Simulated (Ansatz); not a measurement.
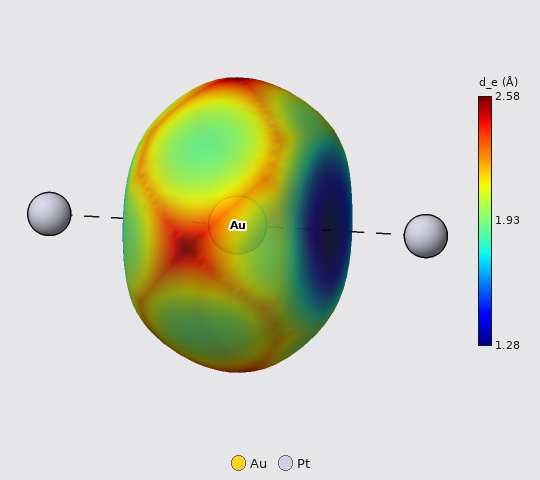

Hirshfeld surface computed for one Au atom in SnPtAu$_{3}$ in space group Pm-3m, coloured by d_e. Dashed lines lead to the closest neighbours outside.

The surface is where the fragment's share of the procrystal density (the sum of the densities of spherically averaged neutral Hartree-Fock atoms) equals one half. d_i and d_e are the distances from the surface to the nearest nucleus inside and outside. From Rb on the atoms have core potentials, so only their outer electrons count.

Origin of the cell: the input geometry of an electronic-structure calculation (not necessarily at equilibrium); the starting structure was generated, so it need not be a known form of this composition.

```cif
data_structure
_symmetry_space_group_name_H-M 'P 1'
_symmetry_Int_Tables_number 1
_cell_length_a 5.0816
_cell_length_b 5.0816
_cell_length_c 5.0816
_cell_angle_alpha 90.000
_cell_angle_beta 90.000
_cell_angle_gamma 90.000
_cell_volume 131.22
loop_
_atom_site_label
_atom_site_type_symbol
_atom_site_fract_x
_atom_site_fract_y
_atom_site_fract_z
_atom_site_occupancy
Sn1 Sn 0.00000 0.00000 0.00000 1
Pt1 Pt 0.50000 0.50000 0.50000 1
Au1 Au 0.50000 0.50000 0.00000 1
Au2 Au 0.00000 0.50000 0.50000 1
Au3 Au 0.50000 0.00000 0.50000 1
```

What is the shortest distance from the fragment to an atom outside it?

Au–Pt, 2.54 Å.

How is the surface shared among contacts (nearest atom inside ··· nearest atom outside)?

Au···Pt 37 %, Au···Sn 35 %, Au···Au 28 %. The surface faces 14 neighbours with more than 2 % of its area each: 8 Au + 4 Sn + 2 Pt.

Give the size and shape of the surface.

It encloses about 20.0 Å³, has an area of about 36 Å² and a globularity of 0.98 (1 for a sphere).
